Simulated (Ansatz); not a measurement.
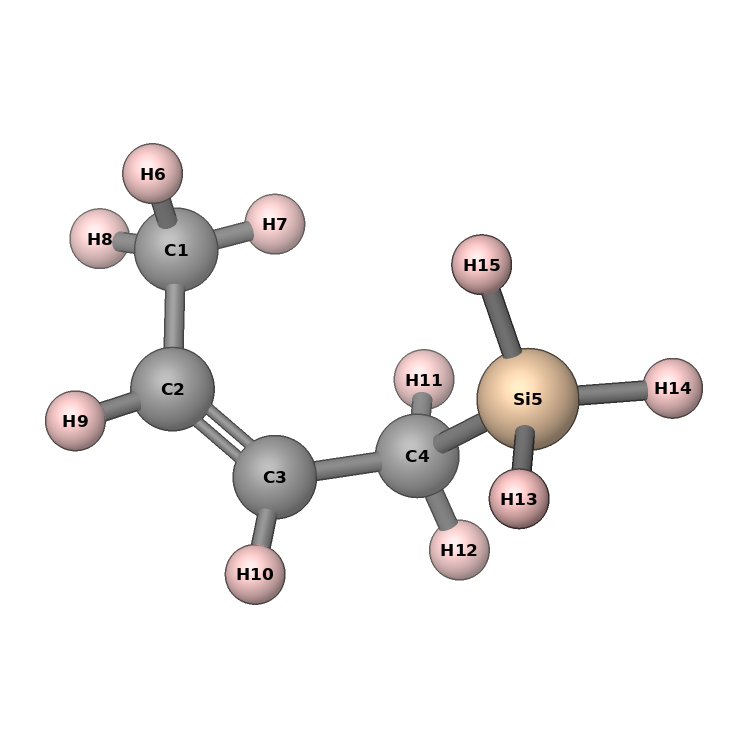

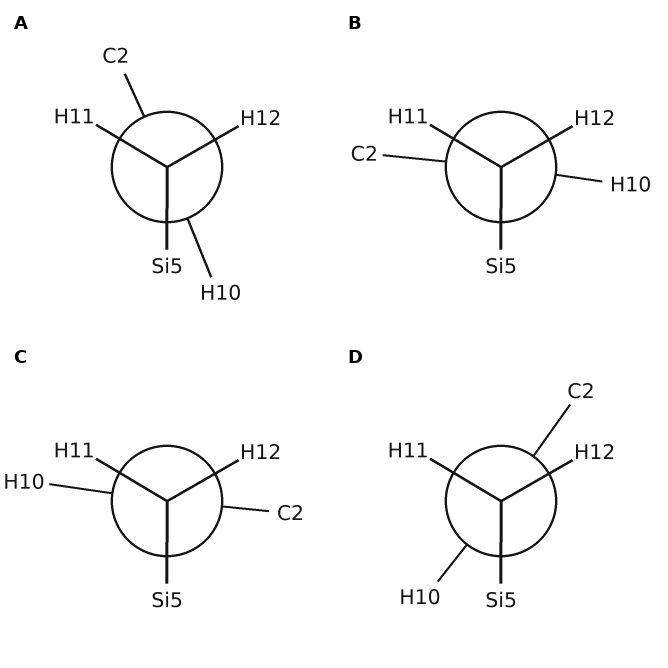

Distant atoms are faded towards the background colour. Bonds that would overlap in a projection are set slightly apart. Computed geometry: PBE0-D4/def2-TZVP optimisation. No frequency run is at hand to confirm it as a minimum.

Question: Which Newman projection shows the view along C4–C3, with C4 in front?

Answer: B. The torsion angle Si5–C4–C3–C2 is 96°, about perpendicular.
